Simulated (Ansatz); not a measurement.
# CsFeCl$_{2}$: what the fields show

The calculation's input:

```
crystal:
  lattice:
    - [0.0, 5.3447846329, 5.3447846329]
    - [5.3447846329, 0.0, 5.3447846329]
    - [5.3447846329, 5.3447846329, 0.0]
  atoms:
    - { symbol: Cs, position: [0.5, 0.5, 0.5] }
    - { symbol: Cs, position: [0.25, 0.25, 0.25] }
    - { symbol: Fe, position: [0.75, 0.75, 0.75], spin: -2.86 }
    - { symbol: Fe, position: [0.0, 0.0, 0.0], spin: 2.86 }
    - { symbol: Cl, position: [0.8750003015, 0.3749990955, 0.8750003015] }
    - { symbol: Cl, position: [0.8750003015, 0.8750003015, 0.8750003015] }
    - { symbol: Cl, position: [0.3749990955, 0.8750003015, 0.8750003015] }
    - { symbol: Cl, position: [0.8750003015, 0.8750003015, 0.3749990955] }
basis:
  ecutwfc: 420
kpoints:
  mp_grid: { grid: [6, 6, 6] }
hamiltonian:
  xc: pbe
scf:
  occupations: { method: gaussian, width: 0.1 }
output:
  forces: true
  stress: true
  eigenvalues: true
  populations: true
  write_density: true
  write_potential: true
  elf: true
  volumetric_format: npy
magnetization:
  spin_polarized: true
relax:
  adjacent_minimum: "off"
  f_tol: 0.01
  max_steps: 80
  cell: { stress_tol: 0.05 }
```

Launched as:

```sh
ansatz run input.yaml --threads 1 --pin off --max-ram 2560MiB --backend cpu --events-out ev --progress --plain --runs-dir out
```

Below, planes, directions and counts refer to the cell of the magnetic structure (a = 10.67 Å, b = 10.67 Å, c = 10.67 Å, α = 90.00°, β = 90.00°, γ = 90.00°).

The fields are those of the relaxed geometry.

Space group Fd-3m; a structure generated by program, which may or may not match a known phase; the SCF solution may not be the lowest one; the program warned that another magnetic order may lie lower; spin-polarised.

Computed with DFT PBE, scalar-relativistic, plane waves, PAW (Ansatz).

The density is the valence pseudo-density of a PAW calculation; it isn't the true density close to the nuclei.

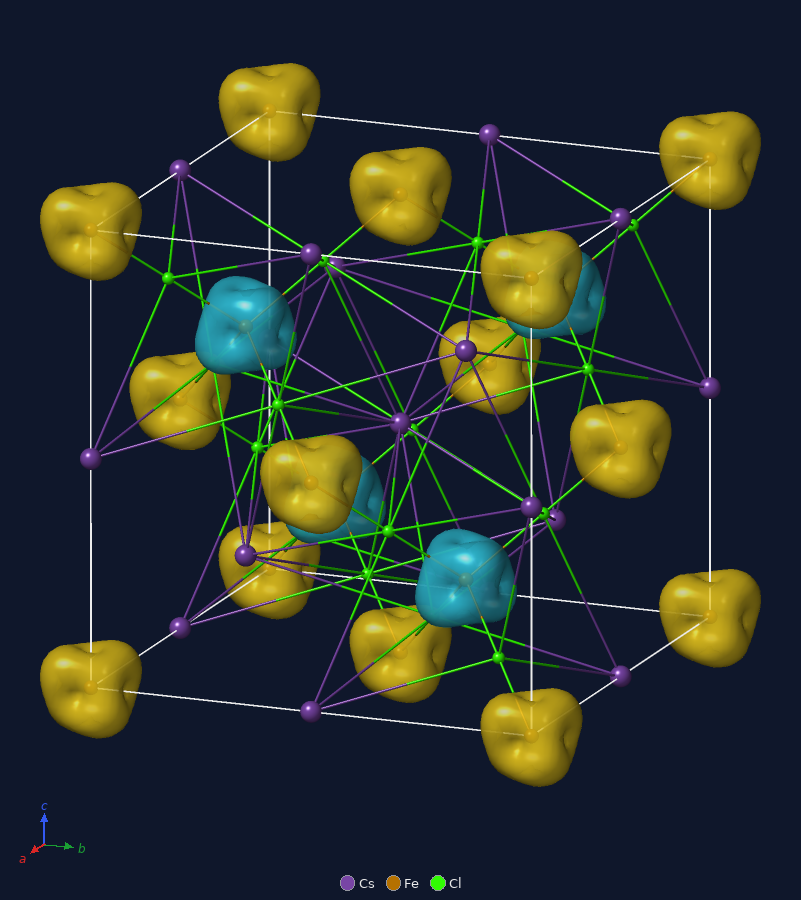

Figure 1. Isosurfaces of the spin density (up minus down) at +0.05 (yellow) and −0.05 e/Å³ (cyan), seen slightly off an axis. Sticks mark near contacts.

Question: Which atoms carry the moments, and with what signs?

Answer: The spin density sits on Fe: +2.6 μB (×4) and −2.6 μB (×4) in one cell of 32 atoms: antiferromagnetic in this solution, which needn't be the ground state, with every nearest magnetic neighbour opposed. The cell of the calculation (8 atoms) carries 0.0 μB of net spin moment.

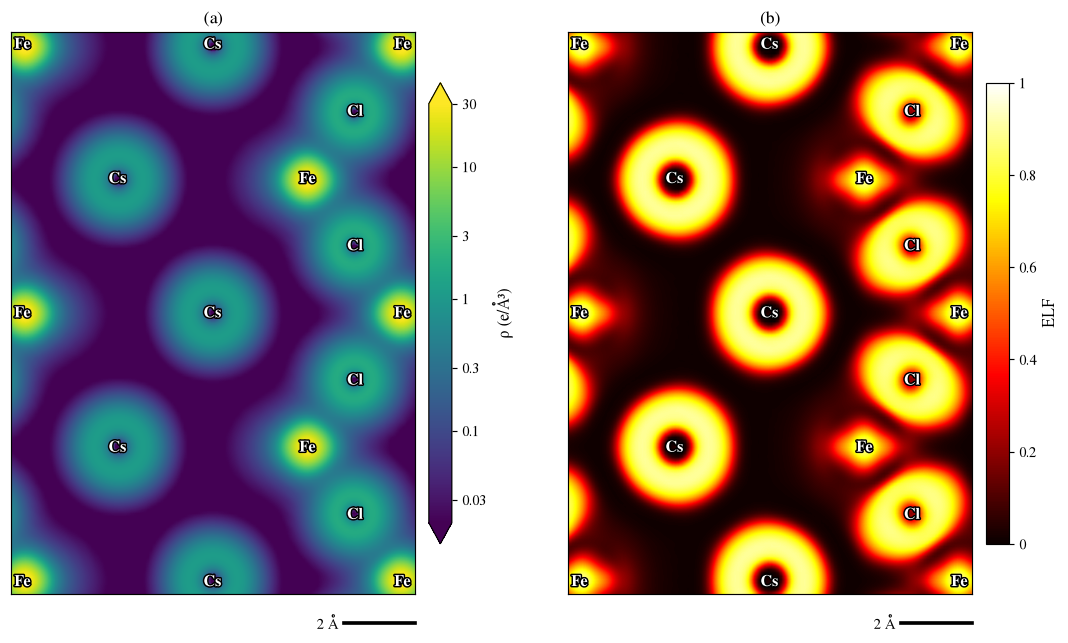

Figure 2. (a) valence electron density; (b) electron localisation function on the (011) plane of the cell of the magnetic structure.

Question: Describe what can be read from this map.

Answer: The plane passes through Cs, Fe and Cl nuclei. Fe–Cl (2.31 Å): ρ at the midpoint is about 0.47 e/Å³; the ELF peaks at about 0.85 in the valence shell of Cl, 0.8 Å from its nucleus, and is about 0.30 at the midpoint. Cs–Cl (4.42 Å): ρ is about 0.01 e/Å³ halfway; the ELF is about 0 at the midpoint: no shared electron pair shows on this line. Between the atoms the lowest density in this plane is 0.007 e/Å³. The features right at Cs and Fe lie inside the PAW spheres, where the map follows smoothed inner orbitals and isn't to be read closely.

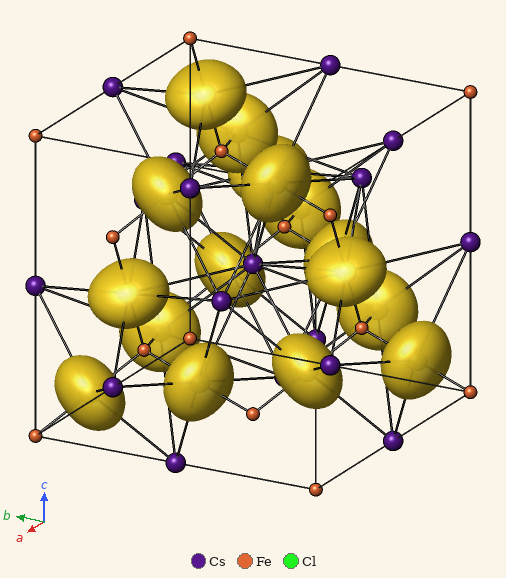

Figure 3. Isosurface of the electron localisation function at 0.65 (yellow), seen at an oblique angle. Core shells and regions of very low density are left out. Sticks mark near contacts.

Question: Identify the bonds, lone pairs and shells in this picture.

Answer: The ELF exceeds this value in 16 regions wrapped around Cl (the valence shell of each), counted in one cell of 32 atoms. Regions shared between cells count once.
